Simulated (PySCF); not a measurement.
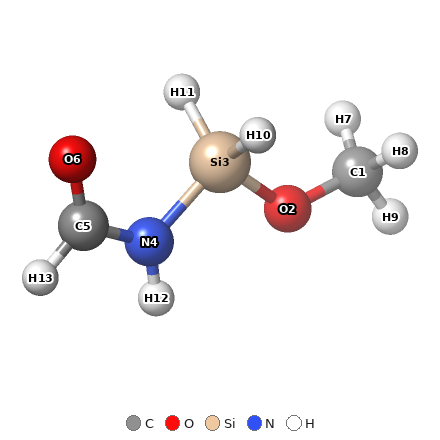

C₂H₇NO₂Si, SMILES CO[SiH2]NC=O. Vertical core-electron binding energies by ΔSCF (SCAN, def2-TZVP on the ionised atom, pcseg-1 elsewhere, spin-free X2C; PySCF 2.14.0, at a PBE0-D3(BJ)/def2-SVP geometry (no frequency check)), gas phase, against the vacuum level. One atom of each kind was ionised; within a panel, areas follow the number of like atoms and 2j + 1 (2p levels are split by first-order spin-orbit coupling, an approximation), each panel is scaled alone, Gaussians of 1.0 eV full width. Only the regions named are shown. Lines closer than the width merge in the curve.

Predict the C 1s and Si 2p photoelectron lines.

Answer.
```tsv
level	atoms	binding energy (eV)
C 1s	C5	294.4
C 1s	C1	293.1
Si 2p1/2	Si3	108.7
Si 2p3/2	Si3	108.1
```

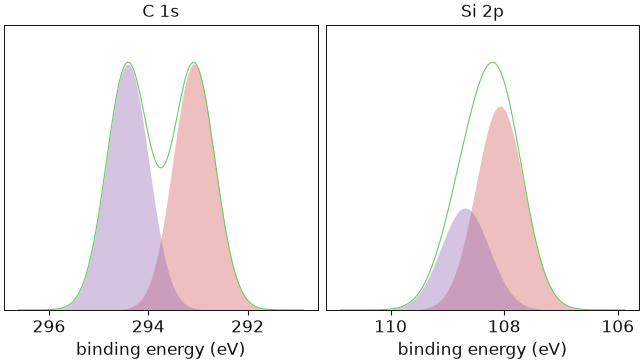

Note: one conformer of a flexible molecule.
